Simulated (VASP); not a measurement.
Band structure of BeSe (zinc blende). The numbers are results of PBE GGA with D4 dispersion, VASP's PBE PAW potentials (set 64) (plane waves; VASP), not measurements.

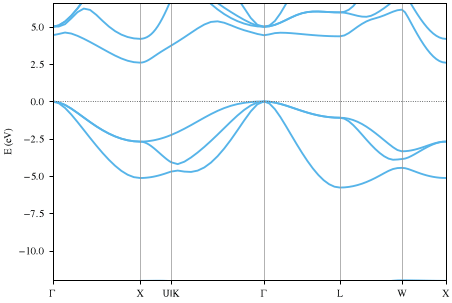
*Bands along high-symmetry lines, zero at the valence-band maximum or, without a gap, the Fermi level*

Question: Read the plot: is there a gap, and where are the band edges?

Answer: The gap is indirect, 2.60 eV, from the valence maximum at Γ to the conduction minimum at X. (Edges off the drawn lines would not show.)

Measured: gap 4.00 eV (computed value off by -1.40 eV), as given by Das et al., (2018), arXiv:1807.05623.

The compound is BeSe in the zinc blende structure. It was relaxed first.
